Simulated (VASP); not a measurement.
Band structure of InCl (space group Cmc2_1). Calculation: PBEsol GGA, VASP's PBE PAW potentials (set 64) (plane waves; VASP).

Unless said otherwise, spin-orbit coupling is left out, though it shifts the bands of the heavy elements here.

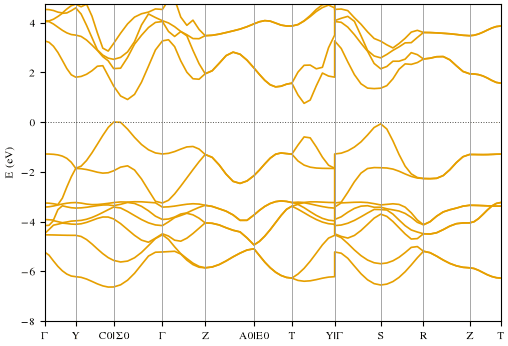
Figure. Bands along high-symmetry lines, zero at the valence-band maximum or, without a gap, the Fermi level

Problem. Read the plot: is there a gap, and where are the band edges?

Solution. The gap is indirect, 0.75 eV, from the valence maximum at C0 to the conduction minimum at T-Y at 0.29. (Edges off the drawn lines would not show.)

The structure comes from a computed database's InCl entry (Cmc2_1); how it stands against other phases isn't given here. It was relaxed first, which changed the volume by -12 %.
